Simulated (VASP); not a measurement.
Band structure of Ti (hcp). Calculation: rev-vdW-DF2, VASP's PBE PAW potentials (set 64) (plane waves; VASP).

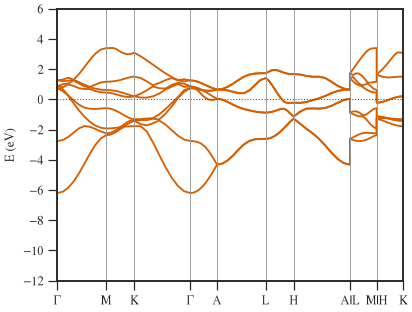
Bands along high-symmetry lines, zero at the valence-band maximum or, without a gap, the Fermi level

Problem. Read the plot: is there a gap, and where are the band edges?

Solution. It has no gap at this level: it comes out as a metal or semimetal. (Edges off the drawn lines would not show.)

The compound is Ti in the hcp structure. It was relaxed first.
